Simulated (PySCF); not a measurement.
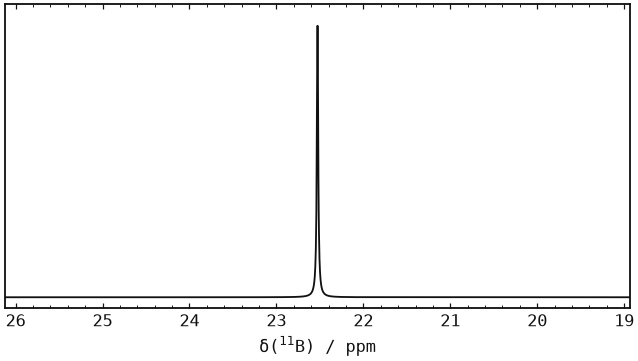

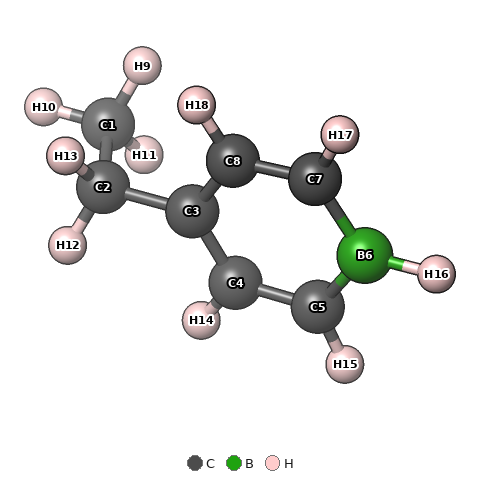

Spectrum and numbered structure of C₇H₁₀B⁻, SMILES CCc1cc[bH-]cc1. GIAO shifts, PBE0/pcSseg-1, PySCF 2.14.0, at a GFN2-xTB geometry (no frequency check), against BF₃.OEt₂ for ¹¹B computed at the same level. Gas phase, fully decoupled, line heights follow the number of nuclei, widths are arbitrary (no quadrupolar broadening); values of one conformer, averaged over methyl-type rotors and exact or near symmetry; other conformers aren't averaged in.

Q: Where does the ¹¹B line lie?

A: At 22.5 ppm (B6).

Known limits of this run: the tight-binding geometry is rougher than a DFT one and adds to the error; an anion in a basis that has no diffuse functions.
